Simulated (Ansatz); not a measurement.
# AlGaHCl+ (doublet): wave-function methods side by side, cc-pVDZ

How much of the correlation energy of AlGaHCl+ (doublet) does each wave-function method recover here?

Method: cc-pVDZ, core rule «outside noble gas», up to 24 orbitals frozen; program: Ansatz 0.2.0, Gaussian basis.

To be run: UHF; CCSD(T) on ROHF; CCSD(T) on UHF; BCCD(T) on ROHF; CISD as a restricted active space (open shells left free, so some higher excitations enter); CCSDT(Q) on ROHF; CCSDT(Q) on UHF; CASSCF and MRCISD+Q, 9 electrons in 9 orbitals; CASSCF and NEVPT2, 9 electrons in 9 orbitals.

21 further runs of the same task are left out: 1 for a known fault of the program, 7 that didn't finish, 13 set aside as unsound or not needed. Runs told in other sessions of the task aren't counted.

**1. The system**

The geometry is a PBE0/def2-TZVP stationary point (not a proven minimum) of the parent state, kept for this charge and spin. No spin-orbit coupling is included. The filled d shell of Ga may be among the frozen orbitals whatever the setting's name suggests.

4 atoms, charge 1, spin multiplicity 2.

Atoms are counted from 1 here; the program's logs count them from 0.

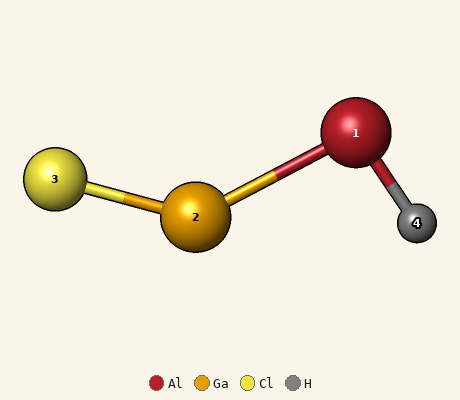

The structure; aluminium red, gallium amber, chlorine yellow, hydrogen grey; atoms are numbered from 1 in the order of the file.

Geometry (Å):

```xyz
4

Al    0.0000   -0.5348    2.5504
Ga    0.0000    0.4113   -0.0065
Cl    0.0000   -0.4285   -2.0213
H     0.0000    0.9378    3.2770
```

In the tables R marks a restricted open-shell determinant and U an unrestricted one; 'frontier' is the active space of 9 electrons in 9 orbitals; energies count from the table's Hartree-Fock row.

**2. UHF**

Input file in.yaml:

```yaml
crystal:
  periodic: [false, false, false]
  atoms:
    - {symbol: Al, position_ang: [0.000000, -0.534823, 2.550449]}
    - {symbol: Ga, position_ang: [0.000000, 0.411320, -0.006530]}
    - {symbol: Cl, position_ang: [0.000000, -0.428549, -2.021345]}
    - {symbol: H, position_ang: [0.000000, 0.937760, 3.277007]}
basis:
  gaussian: {orbitals: cc-pVDZ}
total_charge: 1
magnetization: {spin_polarized: true, initial_magnetization: 1}
hamiltonian: {xc: hf}
output: {orbitals: {seedname: orbitals}}
```

Command:

```
$ ansatz run in.yaml --threads 1 --pin off --events-out ev --progress --plain --max-ram 2393MiB
```

The program printed:

```text
Functional definition: HF
  name "HF"
  cite "Fock, Z. Phys. 61, 126 (1930) doi:10.1007/BF01340294"
  parent pbe
  exchange = exact_x
  correlation = 0
742 factors; integrals over basis functions are off by at most 1.0e-3 eV
mean field evaluation 1: about -71425.8462 eV, gradient 2.0e1 eV
mean field evaluation 2: about -71425.8514 eV, gradient 2.0e1 eV
mean field evaluation 4: about -71429.6958 eV, gradient 2.2e0 eV
mean field evaluation 8: about -71429.8409 eV, gradient 2.1e-1 eV
mean field evaluation 16: about -71429.2911 eV, gradient 2.2e0 eV
mean field evaluation 32: about -71429.6222 eV, gradient 1.6e0 eV
mean field evaluation 64: about -71425.3577 eV, gradient 2.3e-2 eV
mean field evaluation 96: about -71421.1714 eV, gradient 8.0e0 eV
mean field -71429.84510621 eV, -2624.9983907652 hartree, gradient 1.3e-5 eV, S^2 0.801690; 4 other end points of the search recorded, 0 dependent functions left out
reference -71429.84510621 eV, -2624.9983907652 hartree; 31, 30 occupied and 37, 38 virtual orbitals, 742 factors
Total energy: -71429.84510621 eV, -2624.9983907652 hartree
```

Wall time 5.5 s (1 thread of Arm Neoverse V2, shared host).

From the report: ⟨S²⟩ of the determinant 0.802 (pure doublet: 0.75).

**3. CCSD(T) on ROHF**

Changes to in.yaml since step 2:

```diff
@@ -10,4 +10,3 @@
 total_charge: 1
-magnetization: {spin_polarized: true, initial_magnetization: 1}
-hamiltonian: {xc: hf}
-output: {orbitals: {seedname: orbitals}}
+magnetization: {spin_polarized: false, initial_magnetization: 1}
+correlation: {method: ccsd_t, electrons: outside_noble_gas}
```

Launched as before.

The program printed, cut to the lines that bear on the results:

```text
Functional definition: HF
  name "HF"
  cite "Fock, Z. Phys. 61, 126 (1930) doi:10.1007/BF01340294"
  parent pbe
[...]
742 factors; integrals over basis functions are off by at most 1.0e-3 eV
[...]
mean field -71429.75452930 eV, -2624.9950621251 hartree, gradient 2.4e-6 eV, S^2 0.750000; 2 other end points of the search recorded, 0 dependent functions left out
[...]
determinant -71429.75452930 eV, -2624.9950621251 hartree, with singles and doubles -71436.55518080 eV, -2625.2449814581 hartree
determinant -71426.96817632 eV, -2624.8926655419 hartree, with singles and doubles -71434.14980096 eV, -2625.1565853794 hartree
determinant -71426.62807981 eV, -2624.8801672254 hartree, with singles and doubles -71434.22538196 eV, -2625.1593629301 hartree
24 core orbitals not correlated: weight in the atoms' cores, before any rotation towards them, 0.990 or more for the frozen orbitals, at most 0.010 for the correlated occupied ones
reference -71429.75452930 eV, -2624.9950621251 hartree; 7, 6 occupied and 37, 38 virtual orbitals, 742 factors
second order -5.84827509 eV of doubles, -0.02798250 eV of singles
cycle   1  -6.80182048 eV  change   -1.2e-3 eV  update   2.1e-3
[...]
cycle   9  -6.80313294 eV  change    9.7e-6 eV  update   1.1e-5
perturbative correction -0.19750397 eV, -0.0072581372 hartree
Total energy: -71436.75516621 eV, -2625.2523307863 hartree
```

Run time: 6.5 s. Hardware: 1 thread of Arm Neoverse V2, shared host.

From the report: correlation -7.0006 eV; T1 0.028; largest double amplitude 0.06.

**4. CCSD(T) on UHF**

Changes to in.yaml since step 3:

```diff
@@ -10,3 +10,3 @@
 total_charge: 1
-magnetization: {spin_polarized: false, initial_magnetization: 1}
+magnetization: {spin_polarized: true, initial_magnetization: 1}
 correlation: {method: ccsd_t, electrons: outside_noble_gas}
```

The command is unchanged.

The program printed, cut to the lines that bear on the results:

```text
Functional definition: HF
  name "HF"
  cite "Fock, Z. Phys. 61, 126 (1930) doi:10.1007/BF01340294"
  parent pbe
[...]
742 factors; integrals over basis functions are off by at most 1.0e-3 eV
[...]
mean field -71429.84510621 eV, -2624.9983907652 hartree, gradient 2.1e-6 eV, S^2 0.801690; 4 other end points of the search recorded, 0 dependent functions left out
determinant -71429.84510621 eV, -2624.9983907652 hartree, with singles and doubles -71436.56006794 eV, -2625.2451610573 hartree
determinant -71427.19762212 eV, -2624.9010975195 hartree, with singles and doubles -71434.08104090 eV, -2625.1540584939 hartree
determinant -71426.37462394 eV, -2624.8708528942 hartree, with singles and doubles -71432.98355238 eV, -2625.1137265346 hartree
24 core orbitals not correlated: weight in the atoms' cores, before any rotation towards them, 0.990 or more for the frozen orbitals, at most 0.010 for the correlated occupied ones
reference -71429.84510621 eV, -2624.9983907652 hartree; 7, 6 occupied and 37, 38 virtual orbitals, 742 factors
second order -5.78379839 eV of doubles, -0.00000000 eV of singles
cycle   1  -6.71601170 eV  change   -1.0e-3 eV  update   2.2e-3
[...]
cycle   9  -6.71727678 eV  change    1.4e-5 eV  update   1.0e-5
perturbative correction -0.19322376 eV, -0.0071008423 hartree
Total energy: -71436.75560675 eV, -2625.2523469760 hartree
```

Run time: 8.5 s. Hardware: 1 thread of Arm Neoverse V2, shared host.

From the report: ⟨S²⟩ of the determinant 0.802 (pure doublet: 0.75); correlation -6.9105 eV; T1 0.025; largest double amplitude 0.05.

**5. BCCD(T) on ROHF**

Changes to in.yaml since step 4:

```diff
@@ -10,3 +10,3 @@
 total_charge: 1
-magnetization: {spin_polarized: true, initial_magnetization: 1}
-correlation: {method: ccsd_t, electrons: outside_noble_gas}
+magnetization: {spin_polarized: false, initial_magnetization: 1}
+correlation: {method: bccd_t, electrons: outside_noble_gas}
```

Same command.

The program printed, cut to the lines that bear on the results:

```text
Functional definition: HF
  name "HF"
  cite "Fock, Z. Phys. 61, 126 (1930) doi:10.1007/BF01340294"
  parent pbe
[...]
742 factors; integrals over basis functions are off by at most 1.0e-3 eV
[...]
mean field -71429.75452930 eV, -2624.9950621251 hartree, gradient 2.4e-6 eV, S^2 0.750000; 2 other end points of the search recorded, 0 dependent functions left out
[...]
determinant -71429.75452930 eV, -2624.9950621251 hartree, with singles and doubles -71436.55518080 eV, -2625.2449814581 hartree
determinant -71426.96817632 eV, -2624.8926655419 hartree, with singles and doubles -71434.14980096 eV, -2625.1565853794 hartree
determinant -71426.62807981 eV, -2624.8801672254 hartree, with singles and doubles -71434.22538196 eV, -2625.1593629301 hartree
24 core orbitals not correlated: weight in the atoms' cores, before any rotation towards them, 0.990 or more for the frozen orbitals, at most 0.010 for the correlated occupied ones
reference -71429.75452930 eV, -2624.9950621251 hartree; 7, 6 occupied and 37, 38 virtual orbitals, 742 factors
second order -5.84827509 eV of doubles, -0.02798250 eV of singles
cycle   1  -6.79419479 eV  change    6.5e-3 eV  update   1.2e-2
[...]
cycle  12  -6.79239977 eV  change    1.2e-6 eV  update   7.7e-6
perturbative correction -0.20986811 eV, -0.0077125108 hartree
Total energy: -71436.75679717 eV, -2625.2523907233 hartree
```

Wall time 7 s (1 thread of Arm Neoverse V2, shared host).

From the report: correlation -7.0023 eV; largest double amplitude 0.06.

**6. CISD as a restricted active space (open shells left free, so some higher excitations enter)**

Changes to in.yaml since step 5:

```diff
@@ -11,2 +11,2 @@
 magnetization: {spin_polarized: false, initial_magnetization: 1}
-correlation: {method: bccd_t, electrons: outside_noble_gas}
+correlation: {active_space: {ras: {orbitals: [6, 1, 37], electrons: 13, max_holes: 2, max_particles: 2}, fixed_orbitals: true}}
```

Same command.

The program printed:

```text
Functional definition: HF
  name "HF"
  cite "Fock, Z. Phys. 61, 126 (1930) doi:10.1007/BF01340294"
  parent pbe
  exchange = exact_x
  correlation = 0
742 factors; integrals over basis functions are off by at most 1.0e-3 eV
mean field evaluation 1: about -71425.8095 eV, gradient 2.8e1 eV
mean field evaluation 2: about -71425.8146 eV, gradient 2.8e1 eV
mean field evaluation 4: about -71429.5124 eV, gradient 3.4e0 eV
mean field evaluation 8: about -71429.7543 eV, gradient 1.1e-1 eV
mean field evaluation 16: about -71425.8092 eV, gradient 2.8e1 eV
mean field -71429.75452930 eV, -2624.9950621251 hartree, gradient 2.4e-6 eV, S^2 0.750000; 0 other end points of the search recorded, 0 dependent functions left out
reference -71429.75452930 eV, -2624.9950621251 hartree; 31, 30 occupied and 37, 38 virtual orbitals, 742 factors
state -71435.88054391 eV, -2625.2201890099 hartree
Total energy: -71435.88054391 eV, -2625.2201890099 hartree
```

It took 4.4 s on 1 thread of Arm Neoverse V2, shared host.

From the report: 67,617 determinants.

**7. CCSDT(Q) on ROHF**

Changes to in.yaml since step 6:

```diff
@@ -11,2 +11,2 @@
 magnetization: {spin_polarized: false, initial_magnetization: 1}
-correlation: {active_space: {ras: {orbitals: [6, 1, 37], electrons: 13, max_holes: 2, max_particles: 2}, fixed_orbitals: true}}
+correlation: {method: ccsdt_q, electrons: outside_noble_gas}
```

The command is unchanged.

The program printed, cut to the lines that bear on the results:

```text
Functional definition: HF
  name "HF"
  cite "Fock, Z. Phys. 61, 126 (1930) doi:10.1007/BF01340294"
  parent pbe
[...]
1335 factors; integrals over basis functions are off by at most 1.8e-7 eV
[...]
mean field -71429.75472507 eV, -2624.9950693195 hartree, gradient 2.4e-6 eV, S^2 0.750000; 2 other end points of the search recorded, 0 dependent functions left out
[...]
determinant -71429.75472507 eV, -2624.9950693195 hartree, with singles and doubles -71436.55539024 eV, -2625.2449891549 hartree
determinant -71426.96838503 eV, -2624.8926732118 hartree, with singles and doubles -71434.15001841 eV, -2625.1565933706 hartree
determinant -71426.62827579 eV, -2624.8801744279 hartree, with singles and doubles -71434.22559906 eV, -2625.1593709081 hartree
24 core orbitals not correlated: weight in the atoms' cores, before any rotation towards them, 0.990 or more for the frozen orbitals, at most 0.010 for the correlated occupied ones
reference -71429.75472507 eV, -2624.9950693195 hartree; 7, 6 occupied and 37, 38 virtual orbitals, 1335 factors
second order -5.84831186 eV of doubles, -0.02798265 eV of singles
cycle   1  -6.47877660 eV  change   -6.0e-1 eV  update   9.7e-2
[...]
cycle  22  -7.03527578 eV  change   -5.9e-7 eV  update   1.2e-6
perturbative correction -0.01462200 eV, -0.0005373486 hartree
Total energy: -71436.80462285 eV, -2625.2541482843 hartree
```

It took 63 s on 1 thread of Arm Neoverse V2, shared host; peak memory 0.87 GiB.

From the report: correlation -7.0499 eV; T1 0.030; largest double amplitude 0.07.

**8. CCSDT(Q) on UHF**

Changes to in.yaml since step 7:

```diff
@@ -10,3 +10,3 @@
 total_charge: 1
-magnetization: {spin_polarized: false, initial_magnetization: 1}
+magnetization: {spin_polarized: true, initial_magnetization: 1}
 correlation: {method: ccsdt_q, electrons: outside_noble_gas}
```

Same command.

The program printed, cut to the lines that bear on the results:

```text
Functional definition: HF
  name "HF"
  cite "Fock, Z. Phys. 61, 126 (1930) doi:10.1007/BF01340294"
  parent pbe
[...]
1335 factors; integrals over basis functions are off by at most 1.8e-7 eV
[...]
mean field -71429.84530275 eV, -2624.9983979880 hartree, gradient 3.2e-6 eV, S^2 0.801691; 4 other end points of the search recorded, 0 dependent functions left out
determinant -71429.84530275 eV, -2624.9983979880 hartree, with singles and doubles -71436.56027753 eV, -2625.2451687594 hartree
determinant -71427.19783559 eV, -2624.9011053643 hartree, with singles and doubles -71434.08125641 eV, -2625.1540664137 hartree
determinant -71426.37482887 eV, -2624.8708604252 hartree, with singles and doubles -71432.98376584 eV, -2625.1137343790 hartree
24 core orbitals not correlated: weight in the atoms' cores, before any rotation towards them, 0.990 or more for the frozen orbitals, at most 0.010 for the correlated occupied ones
reference -71429.84530275 eV, -2624.9983979880 hartree; 7, 6 occupied and 37, 38 virtual orbitals, 1335 factors
second order -5.78383365 eV of doubles, -0.00000000 eV of singles
cycle   1  -6.38182932 eV  change   -6.0e-1 eV  update   9.7e-2
[...]
cycle  21  -6.94539310 eV  change    4.8e-7 eV  update   1.6e-6
perturbative correction -0.01755753 eV, -0.0006452275 hartree
Total energy: -71436.80825339 eV, -2625.2542817041 hartree
```

Wall time 58 s (1 thread of Arm Neoverse V2, shared host); peak memory 0.68 GiB.

From the report: ⟨S²⟩ of the determinant 0.802 (pure doublet: 0.75); correlation -6.9630 eV; T1 0.027; largest double amplitude 0.07.

**9. CASSCF and MRCISD+Q, 9 electrons in 9 orbitals**

Changes to in.yaml since step 8:

```diff
@@ -10,3 +10,3 @@
 total_charge: 1
-magnetization: {spin_polarized: true, initial_magnetization: 1}
-correlation: {method: ccsdt_q, electrons: outside_noble_gas}
+magnetization: {spin_polarized: false, initial_magnetization: 1}
+correlation: {method: fic_mrcisd_q, electrons: outside_noble_gas, active_space: {window: {electrons: 9, orbitals: 9}}}
```

The command is unchanged.

The program printed, cut to the lines that bear on the results:

```text
Functional definition: HF
  name "HF"
  cite "Fock, Z. Phys. 61, 126 (1930) doi:10.1007/BF01340294"
  parent pbe
[...]
742 factors; integrals over basis functions are off by at most 1.0e-3 eV
[...]
mean field -71429.75452930 eV, -2624.9950621251 hartree, gradient 2.4e-6 eV, S^2 0.750000; 0 other end points of the search recorded, 0 dependent functions left out
reference -71429.75452930 eV, -2624.9950621251 hartree; 31, 30 occupied and 37, 38 virtual orbitals, 742 factors
state -71431.59628314 eV, -2625.0627453305 hartree
contracted CI cycle   1: correlation 0.00000000 eV, 0.0000000000 hartree, residual 1.67e1 eV
contracted CI cycle   2: correlation -4.40880518 eV, -0.1620206018 hartree, residual 3.36e0 eV
contracted CI cycle   3: correlation -4.62545285 eV, -0.1699822571 hartree, residual 1.06e0 eV
[...]
contracted CI cycle   3: correlation -4.80720333 eV, -0.1766614640 hartree, residual 9.31e-1 eV
contracted CI cycle   4: correlation -4.82412488 eV, -0.1772833193 hartree, residual 2.73e-1 eV
contracted CI cycle   5: correlation -4.82581480 eV, -0.1773454227 hartree, residual 9.82e-2 eV
contracted CI cycle   6: correlation -4.82602396 eV, -0.1773531093 hartree, residual 3.34e-2 eV
contracted CI cycle   7: correlation -4.82604715 eV, -0.1773539615 hartree, residual 1.10e-2 eV
contracted CI cycle   8: correlation -4.82604971 eV, -0.1773540558 hartree, residual 3.92e-3 eV
contracted CI cycle   9: correlation -4.82605004 eV, -0.1773540676 hartree, residual 1.41e-3 eV
state -71431.42012331 eV, -2625.0562715760 hartree; corrected -71436.70618566 eV, -2625.2505307846 hartree
state -71431.59628314 eV, -2625.0627453305 hartree; corrected -71436.71879440 eV, -2625.2509941469 hartree
[...]
the orbitals are reached from a further start. From the first start the search ends at -71431.41989590 eV, -2625.0562632188 hartree
Total energy: -71436.71879440 eV, -2625.2509941469 hartree
```

Wall time 48 s (1 thread of Arm Neoverse V2, shared host); peak memory 0.51 GiB.

From the report: 8,036 determinants; active occupations 1.99, 1.99, 1.97, 1.97, 1.00, 0.03, 0.02, 0.02, 0.02.

**10. CASSCF and NEVPT2, 9 electrons in 9 orbitals**

Changes to in.yaml since step 9:

```diff
@@ -11,2 +11,2 @@
 magnetization: {spin_polarized: false, initial_magnetization: 1}
-correlation: {method: fic_mrcisd_q, electrons: outside_noble_gas, active_space: {window: {electrons: 9, orbitals: 9}}}
+correlation: {method: sc_nevpt2, electrons: outside_noble_gas, active_space: {window: {electrons: 9, orbitals: 9}}}
```

Same command.

The program printed, cut to the lines that bear on the results:

```text
Functional definition: HF
  name "HF"
  cite "Fock, Z. Phys. 61, 126 (1930) doi:10.1007/BF01340294"
  parent pbe
[...]
742 factors; integrals over basis functions are off by at most 1.0e-3 eV
[...]
mean field -71429.75452930 eV, -2624.9950621251 hartree, gradient 2.4e-6 eV, S^2 0.750000; 0 other end points of the search recorded, 0 dependent functions left out
reference -71429.75452930 eV, -2624.9950621251 hartree; 31, 30 occupied and 37, 38 virtual orbitals, 742 factors
state -71431.59628314 eV, -2625.0627453305 hartree
state -71431.59628314 eV, -2625.0627453305 hartree; corrected -71435.43943186 eV, -2625.2039784410 hartree
state -71431.52393318 eV, -2625.0600865184 hartree
state -71431.52393318 eV, -2625.0600865184 hartree; corrected -71435.49402936 eV, -2625.2059848621 hartree
state -71431.52393318 eV, -2625.0600865184 hartree; corrected -71435.49402936 eV, -2625.2059848621 hartree
state -71431.42012331 eV, -2625.0562715760 hartree
state -71431.42012331 eV, -2625.0562715760 hartree; corrected -71435.63134289 eV, -2625.2110310412 hartree
state -71431.42012331 eV, -2625.0562715760 hartree; corrected -71435.63134289 eV, -2625.2110310412 hartree
WARN: the results are in doubt because another end's mean lies 0.176 eV lower, and its corrected mean 0.192 eV higher
Total energy: -71435.63134289 eV, -2625.2110310412 hartree
In doubt: another end's mean lies 0.176 eV lower, and its corrected mean 0.192 eV higher
```

It took 41 s on 1 thread of Arm Neoverse V2, shared host.

From the report: 15,876 determinants; active occupations 1.99, 1.98, 1.97, 1.95, 1.00, 0.05, 0.03, 0.02, 0.01. Mind the lines of doubt at the end of the log.

**11. All levels against the top one**

The yardstick is UCCSDT(Q), where the cluster series has nearly closed. Rows without a time are mean-field rows or come out of runs for another level: lower rungs of the coupled-cluster runs, CASSCF and MRCISD of the multireference runs, or the Hartree-Fock search.

Differences are taken before rounding.

```tsv
method	energy from the lowest ROHF (meV)	from UCCSDT(Q) (meV)	time
ROHF	0.0	+7053.7	
UHF	-90.6	+6963.1	
RMP2	-5876.3	+1177.5	
UMP2	-5874.4	+1179.3	
RCCSD	-6803.1	+250.6	
UCCSD	-6807.9	+245.9	
RCCSD(T)	-7000.6	+53.1	6.5 s
UCCSD(T)	-7001.1	+52.6	8.5 s
BCCD(T)	-7002.3	+51.5	7 s
RCCSDT	-7035.5	+18.3	
UCCSDT	-7036.2	+17.6	
RCCSDT(Q)	-7050.1	+3.6	63 s
UCCSDT(Q)	-7053.7	0	58 s
CASSCF frontier	-1841.8	+5212.0	
MRCISD frontier	-6493.3	+560.4	
MRCISD+Q frontier	-6964.3	+89.5	48 s
```

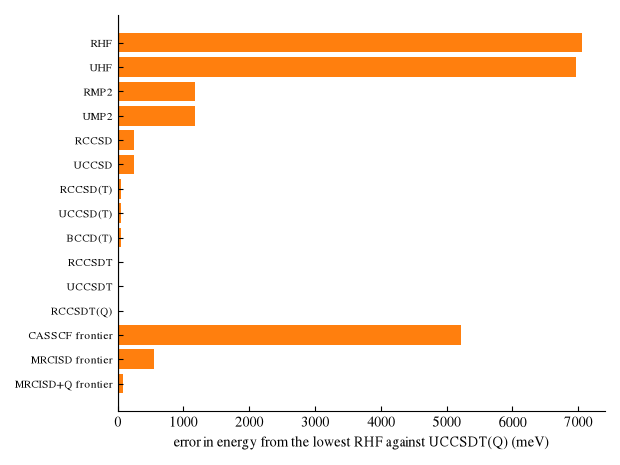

Deviations from UCCSDT(Q), method by method.

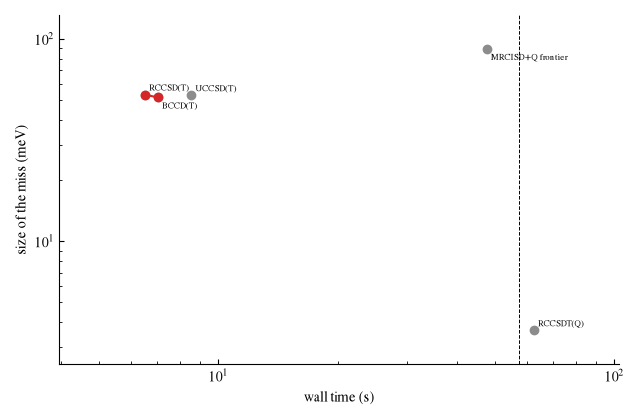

Accuracy for the time spent; red marks the levels that beat every quicker one drawn (of those quicker than the yardstick), and the dashed line is the time of UCCSDT(Q). Times are from a shared host.

Not comparable, so not listed: CISD as a restricted active space (open shells left free, so some higher excitations enter); CASSCF and NEVPT2, 9 electrons in 9 orbitals (they don't share determinant, frozen orbitals or solution with the rows shown, or repeat one).

**12. Summary of results**

```
                         quantity                      value
    UCCSDT(Q) from the ROHF energy                 -7.0537 eV
              RMP2 from UCCSDT(Q)                +1177.5 meV
              UMP2 from UCCSDT(Q)                +1179.3 meV
             RCCSD from UCCSDT(Q)                 +250.6 meV
          RCCSD(T) from UCCSDT(Q)                  +53.1 meV
          UCCSD(T) from UCCSDT(Q)                  +52.6 meV
         RCCSDT(Q) from UCCSDT(Q)                   +3.6 meV
 MRCISD+Q frontier from UCCSDT(Q)                  +89.5 meV
levels within 1 kcal/mol (43 meV)  RCCSDT, UCCSDT, RCCSDT(Q)
                    T1 diagnostic                      0.028
```

**Reading.** RCCSD(T) lands +53.1 meV from the yardstick (0.8 % of the correlation energy). These misses are within one basis, not against nature; the frozen cores of restricted and unrestricted runs differ, which can shift their rows.

For cost: BCCD(T) gets within 51.5 meV in 7 s, where UCCSDT(Q) took 58 s; the quickest level in the cost chart, RCCSD(T), takes 6.5 s and misses by 53.1 meV.
